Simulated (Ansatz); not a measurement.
**Run report: CH$_{8}$N$_{2}$Si$_{2}$, geometry relaxation (part 2 of 2)**

The same run, continued: CH$_{8}$N$_{2}$Si$_{2}$; RKS PBE-D4/def2-SVP (Ansatz 0.2.0). The geometry: force-field start.

Geometry of the input (Å):
```
N  -1.9366  -1.2667  0.1877
Si -0.7322  -0.5050  1.0463
N  -0.0781  0.4380  -0.1794
C  0.6662  0.0209  -1.3618
Si 1.1695  1.3284  0.4131
H  -1.5400  -1.7018  -0.5940
H  -2.4483  -0.4558  -0.2791
H  0.2381  -1.5321  1.5087
H  -1.3015  0.3608  2.1527
H  0.7302  0.7586  -2.1139
H  1.4269  -0.6727  -1.2670
H  1.4909  2.5737  -0.3182
H  2.3353  0.6190  0.8197
```

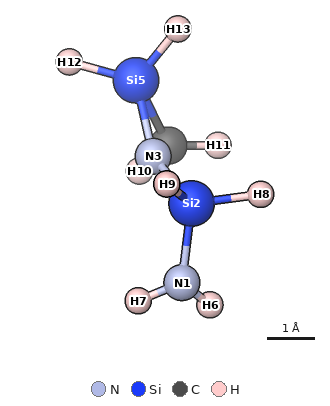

The geometry at step 9 of the log (ball-and-stick view, seen at an oblique angle; atoms are numbered from 1 in the order of the input).

Trajectory as extended XYZ, continued:
```
13
Properties=species:S:1:pos:R:3:forces:R:3 step=4 energy=-19881.16566
N    -2.1525   -1.3396    0.1750    0.3396  -0.4871  -0.5209
Si   -0.8188   -0.5159    0.9616   -0.0315   0.0441  -0.4004
N    -0.0224    0.6347   -0.1335   -0.7847   0.5233   1.8911
C     0.9234    0.3358   -1.1318    0.7998  -1.2797  -2.4505
Si    1.5253    1.4708    0.2188    0.3041  -0.3640  -0.5567
H    -1.8512   -2.1296   -0.4431   -0.2884   0.5907   0.5395
H    -2.7856   -0.7398   -0.3750    0.0705  -0.0980   0.1727
H     0.1412   -1.6068    1.3979   -0.1140   0.0428  -0.0348
H    -1.2730    0.3063    2.1295   -0.0415  -0.0030  -0.0116
H     0.6877    0.7285   -2.1677    0.1561  -0.1477   0.5784
H     1.3172   -0.7328   -1.2045   -0.1447   0.7137   0.1140
H     1.6918    2.8707   -0.2966    0.0055  -0.0475   0.4443
H     2.6374    0.6831    0.8842   -0.2706   0.5124   0.2350
13
Properties=species:S:1:pos:R:3:forces:R:3 step=5 energy=-19881.42364
N    -2.1646   -1.3453    0.1906    0.3477  -0.3248  -0.5147
Si   -0.8119   -0.5068    0.9371   -0.0230   0.0573  -0.3906
N     0.0205    0.6467   -0.1326   -0.0847   0.3585   1.3428
C     0.9256    0.3076   -1.2016    0.5538  -0.7902  -1.5886
Si    1.6265    1.4419    0.1003   -0.1463  -0.2476  -0.0531
H    -1.8936   -2.1585   -0.4071   -0.2132   0.5772   0.4786
H    -2.8256   -0.7664   -0.3484    0.0804  -0.0901   0.1673
H     0.1149   -1.6209    1.3787   -0.0350   0.0339  -0.0208
H    -1.2700    0.3090    2.1083   -0.0164   0.0245  -0.0083
H     0.6424    0.6924   -2.2298    0.1909  -0.1938   0.6135
H     1.2953   -0.7666   -1.2690   -0.1314   0.6464   0.0523
H     1.7055    2.9434   -0.1586    0.0055  -0.5162   0.2589
H     2.6554    0.7888    1.0469   -0.5283   0.4649  -0.3372
13
Properties=species:S:1:pos:R:3:forces:R:3 step=6 energy=-19881.52682
N    -2.1508   -1.3198    0.1477   -0.0225   0.1492  -0.0199
Si   -0.8059   -0.5446    0.9263    0.0308   0.1177   0.1899
N     0.1343    0.5909   -0.0155    0.1663  -0.0593  -0.5753
C     0.9802    0.2788   -1.2228   -0.3159  -0.4855  -0.3428
Si    1.6710    1.4246    0.0158   -0.1436   0.3823   0.6064
H    -1.9616   -2.1188   -0.4591   -0.0219  -0.0674  -0.0585
H    -2.9020   -0.7422   -0.2407    0.0136  -0.0378  -0.0192
H     0.0532   -1.6962    1.3901   -0.0029  -0.0327   0.0310
H    -1.3110    0.3087    2.0555   -0.0023  -0.1095   0.0767
H     0.5775    0.6447   -2.1922    0.0480  -0.0238   0.0912
H     1.4052   -0.7479   -1.3080   -0.0677   0.0546   0.0275
H     1.6799    2.8989   -0.1156   -0.0482   0.3296  -0.1427
H     2.6504    0.9883    1.0331    0.3664  -0.2176   0.1357
13
Properties=species:S:1:pos:R:3:forces:R:3 step=7 energy=-19881.57415
N    -2.1873   -1.2331    0.1335   -0.0572  -0.0285   0.0128
Si   -0.7916   -0.5740    0.9392   -0.1732  -0.2990  -0.1251
N     0.1374    0.5289   -0.0521    0.0692   0.1293   0.2142
C     1.0275    0.2196   -1.2034    0.0724   0.1744   0.0680
Si    1.5999    1.4826    0.0531    0.0558  -0.1138  -0.2248
H    -2.0584   -2.0518   -0.4670   -0.0005   0.0245   0.0378
H    -2.8934   -0.6101   -0.2707    0.0687  -0.0077   0.0421
H     0.0101   -1.7976    1.3316    0.0077   0.0519  -0.0446
H    -1.2092    0.1795    2.1691    0.0490   0.1206  -0.0604
H     0.6635    0.5538   -2.1948   -0.0600  -0.0698  -0.0114
H     1.5035   -0.7837   -1.2250    0.0133   0.0061  -0.0184
H     1.5060    2.9566   -0.1705   -0.0416   0.0394  -0.0102
H     2.7124    1.0947    0.9718   -0.0037  -0.0273   0.1201
13
Properties=species:S:1:pos:R:3:forces:R:3 step=8 energy=-19881.59089
N    -2.2112   -1.2042    0.1264    0.0394  -0.0390   0.0065
Si   -0.7806   -0.6240    0.9295   -0.1826  -0.0269   0.0819
N     0.1914    0.4942    0.0104    0.1041   0.0480  -0.0504
C     1.0521    0.1988   -1.1678    0.0164   0.0550  -0.0515
Si    1.6090    1.5101    0.0376    0.0052  -0.0772  -0.0457
H    -2.1164   -2.0007   -0.5087   -0.0265   0.0173   0.0064
H    -2.8893   -0.5327   -0.2431    0.0002   0.0001  -0.0034
H    -0.0101   -1.8810    1.2553    0.0062  -0.0008   0.0044
H    -1.1670    0.1418    2.1627    0.0192  -0.0183   0.0270
H     0.6171    0.4710   -2.1510    0.0367   0.0179  -0.0139
H     1.5643   -0.7872   -1.1942    0.0189   0.0052   0.0427
H     1.4446    2.9707   -0.2462   -0.0180   0.0045   0.0260
H     2.7165    1.2083    1.0041   -0.0193   0.0142  -0.0300
13
Properties=species:S:1:pos:R:3:forces:R:3 step=9 energy=-19881.59421
N    -2.2248   -1.2015    0.1309    0.0260   0.0037   0.0132
Si   -0.7885   -0.6246    0.9259   -0.0105  -0.0045   0.0178
N     0.1964    0.4891    0.0021    0.0342  -0.0388  -0.0292
C     1.0677    0.1974   -1.1719   -0.0290   0.0084  -0.0644
Si    1.6092    1.5112    0.0302   -0.0134   0.0167   0.0531
H    -2.1405   -2.0018   -0.5009   -0.0110   0.0214   0.0132
H    -2.9034   -0.5287   -0.2354   -0.0009  -0.0038  -0.0024
H    -0.0191   -1.8838    1.2486   -0.0056  -0.0038  -0.0074
H    -1.1517    0.1339    2.1717   -0.0047   0.0008  -0.0168
H     0.6453    0.4667   -2.1621    0.0159  -0.0070   0.0212
H     1.5903   -0.7839   -1.1876    0.0051   0.0142   0.0201
H     1.4198    2.9745   -0.2326    0.0121  -0.0231   0.0051
H     2.7196    1.2168    0.9957   -0.0182   0.0157  -0.0235
13
Properties=species:S:1:pos:R:3:forces:R:3 step=10 energy=-19881.59646
N    -2.2359   -1.1835    0.1361   -0.0070  -0.0226   0.0087
Si   -0.7835   -0.6434    0.9248   -0.0333  -0.0169  -0.0143
N     0.2198    0.4514    0.0028    0.0041   0.0301  -0.0033
C     1.0916    0.1889   -1.1739    0.0220  -0.0179  -0.0030
Si    1.5964    1.5172    0.0320    0.0148  -0.0048  -0.0043
H    -2.1771   -1.9781   -0.5048   -0.0067  -0.0014  -0.0013
H    -2.9086   -0.4954   -0.2118    0.0046   0.0028  -0.0002
H    -0.0379   -1.9179    1.2426   -0.0120   0.0000  -0.0035
H    -1.1373    0.1242    2.1655    0.0141   0.0113   0.0199
H     0.6629    0.4488   -2.1632   -0.0085  -0.0064   0.0018
H     1.6410   -0.7773   -1.1880    0.0136   0.0144  -0.0070
H     1.3702    2.9724   -0.2380   -0.0024   0.0053   0.0067
H     2.7190    1.2580    0.9909   -0.0034   0.0061  -0.0001
13
Properties=species:S:1:pos:R:3:forces:R:3 step=11 energy=-19881.59812
N    -2.2615   -1.1568    0.1419   -0.0166   0.0074  -0.0174
Si   -0.7812   -0.6709    0.9171   -0.0145  -0.0259  -0.0256
N     0.2539    0.4071    0.0091    0.0405   0.0319   0.0069
C     1.1316    0.1731   -1.1687    0.0270  -0.0273   0.0308
Si    1.5824    1.5327    0.0279   -0.0164  -0.0200  -0.0236
H    -2.2425   -1.9442   -0.5119    0.0037   0.0379   0.0301
H    -2.9234   -0.4435   -0.1788    0.0388  -0.0360   0.0101
H    -0.0749   -1.9745    1.2101   -0.0136   0.0259  -0.0118
H    -1.0960    0.0946    2.1705    0.0018  -0.0019   0.0090
H     0.6878    0.4041   -2.1591    0.0122  -0.0079   0.0118
H     1.7266   -0.7678   -1.1742   -0.0287   0.0475  -0.0143
H     1.2966    2.9776   -0.2542   -0.0016  -0.0324   0.0093
H     2.7210    1.3338    0.9852   -0.0326   0.0008  -0.0151
13
Properties=species:S:1:pos:R:3:forces:R:3 step=12 energy=-19881.59861
N    -2.2664   -1.1490    0.1463   -0.0260   0.0044  -0.0237
Si   -0.7794   -0.6753    0.9150   -0.0023  -0.0227  -0.0199
N     0.2603    0.3990    0.0084    0.0274   0.0199   0.0008
C     1.1405    0.1683   -1.1679    0.0202  -0.0214   0.0258
Si    1.5785    1.5352    0.0247   -0.0182  -0.0103  -0.0036
H    -2.2552   -1.9348   -0.5093    0.0053   0.0297   0.0237
H    -2.9225   -0.4298   -0.1723    0.0276  -0.0282   0.0092
H    -0.0799   -1.9845    1.1962   -0.0097   0.0199  -0.0035
H    -1.0851    0.0864    2.1733    0.0071  -0.0020   0.0045
H     0.6967    0.3929   -2.1597    0.0077  -0.0038   0.0091
H     1.7432   -0.7671   -1.1712   -0.0246   0.0361  -0.0072
H     1.2776    2.9766   -0.2582    0.0059  -0.0262   0.0030
H     2.7121    1.3475    0.9896   -0.0205   0.0046  -0.0181
13
Properties=species:S:1:pos:R:3:forces:R:3 step=13 energy=-19881.59906
N    -2.2775   -1.1365    0.1526   -0.0146   0.0023  -0.0169
Si   -0.7777   -0.6858    0.9096    0.0124   0.0016   0.0195
N     0.2690    0.3858    0.0090    0.0073   0.0028  -0.0083
C     1.1559    0.1611   -1.1627    0.0072  -0.0089  -0.0046
Si    1.5687    1.5409    0.0225   -0.0004  -0.0025   0.0014
H    -2.2790   -1.9167   -0.5088    0.0047   0.0083   0.0076
H    -2.9235   -0.4065   -0.1603    0.0067  -0.0084   0.0056
H    -0.0884   -2.0028    1.1724   -0.0057   0.0017  -0.0054
H    -1.0608    0.0669    2.1792   -0.0029  -0.0055  -0.0060
H     0.7140    0.3743   -2.1579   -0.0007   0.0013   0.0064
H     1.7707   -0.7652   -1.1609   -0.0101   0.0116   0.0054
H     1.2496    2.9750   -0.2734    0.0041  -0.0123   0.0031
H     2.6992    1.3748    0.9935   -0.0079   0.0081  -0.0076
```

Results in brief:

| quantity | value |
| --- | --- |
| outcome | converged |
| total energy | −19881.5991 eV |
| mean-field energy | −19881.2990 eV |
| dispersion energy | −0.3001 eV |
| SCF solution under orbital rotations | stable |
| largest force (length of the vector) at the end | 0.023 eV/Å |
| dipole moment | 1.45 D |
| wall time | 20 s (CPU time 70 s) |
| peak memory | 0.16 GiB |
